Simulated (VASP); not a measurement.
Band structure of TaS₂ (relaxed from the cotunnite structure, space group Pnma). Computed with PBEsol GGA, VASP's PBE PAW potentials (set 64) (plane waves; VASP).

Unless said otherwise, spin-orbit coupling is left out, though it shifts the bands of the heavy elements here.

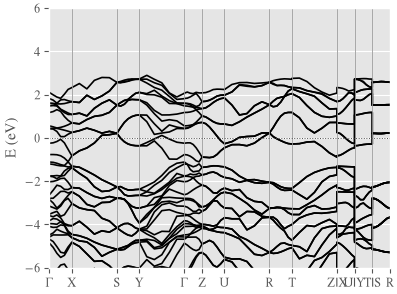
Figure. Bands along high-symmetry lines, zero at the valence-band maximum or, without a gap, the Fermi level

Q: Read the plot: is there a gap, and where are the band edges?

A: It has no gap at this level: it comes out as a metal or semimetal. (Edges off the drawn lines would not show.)

The structure was generated: TaS2 was put into the cotunnite type (Pnma), which need not be its known phase. It was relaxed first, which changed the volume by -10 %.
